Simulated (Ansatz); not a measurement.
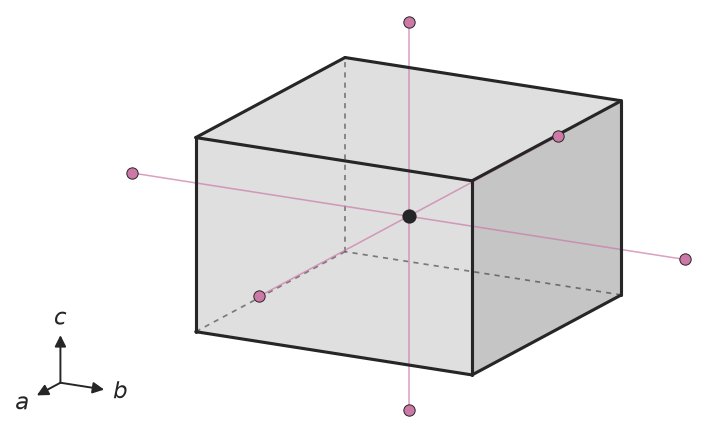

Crystal: TiO₂, the input geometry of an electronic-structure calculation (not necessarily at equilibrium). The Wigner–Seitz cell of the crystal's lattice, with lines to the lattice points that define its faces. Symmetry computed with spglib at a tolerance of 0.002 Å; standard conventional cell.

a = 4.623 Å, b = 4.623 Å, c = 2.986 Å, α = 90.00°, β = 90.00°, γ = 90.00°; space group P4₂/mnm (No. 136).

> What is the cell's combinatorial type?

A parallelepiped: 6 faces (6 with 4 edges), 12 edges, 8 vertices. Its volume is that of the primitive cell, 63.8 Å³.

> Which lattice vectors do the faces bisect?

```csv
example,length (Å),faces,edges of each,area (Å²)
c,2.99,2,4,21.4
a,4.62,4,4,13.8
```
